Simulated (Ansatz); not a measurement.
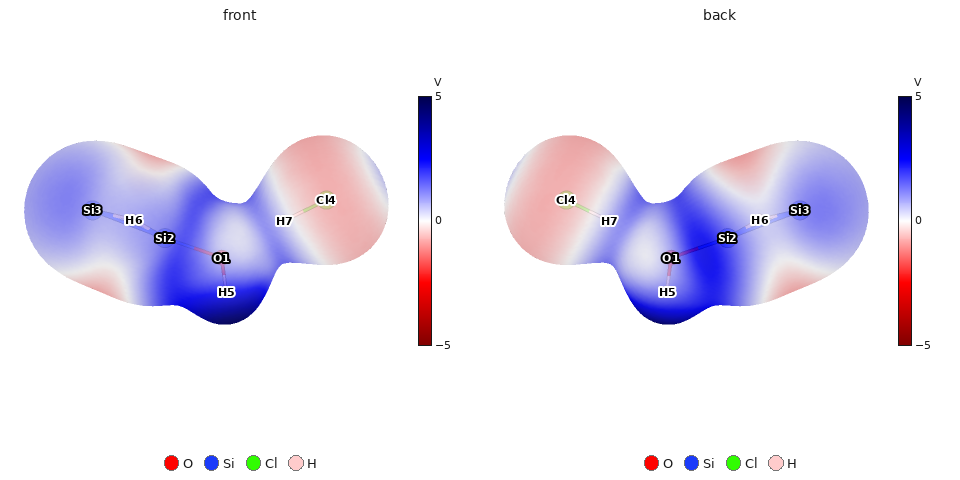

ClH$_{3}$OSi$_{2}$. The electrostatic potential painted on the density surface at 0.004 e/bohr³, seen from the front and from behind; red is negative and blue positive.

Geometry: PBE0-D4/def2-TZVP; at this geometry the atoms fall into two loosely joined parts.

Level of theory: Ansatz, RKS PBE0-D4/def2-TZVPP.

Input

```
crystal:
  periodic: [false, false, false]
  atoms:
    - {symbol: O, position_ang: [-1.013599, 0.248916, -0.767097]}
    - {symbol: Si, position_ang: [0.548476, 0.475574, -0.295000]}
    - {symbol: Si, position_ang: [2.309725, 0.665352, 0.838020]}
    - {symbol: Cl, position_ang: [-2.698090, -2.414610, -1.524368]}
    - {symbol: H, position_ang: [-1.602621, 1.010027, -0.764295]}
    - {symbol: H, position_ang: [0.781877, 0.334119, 1.401219]}
    - {symbol: H, position_ang: [-1.971959, -1.393196, -1.216519]}
basis:
  gaussian: {orbitals: def2-TZVPP}
hamiltonian: {xc: pbe0, dispersion: d4}
output: {orbitals: {seedname: orbitals}}
```

Launched as:

```sh
ansatz run in.yaml --threads 2 --pin off --events-out ev --progress --plain --max-ram 4352MiB
```

Question: Which sites attract a positive test charge, and which a negative one?

Answer: A positive charge is drawn to the negative regions and a negative charge to the positive ones. The most negative region (about −0.8 V) lies over Si3 and Cl4, the most positive (about +4.5 V) over H5. Cl4 shows a σ-hole: about +0.5 V at the tip opposite its bond, against about −0.7 V on its flanks.
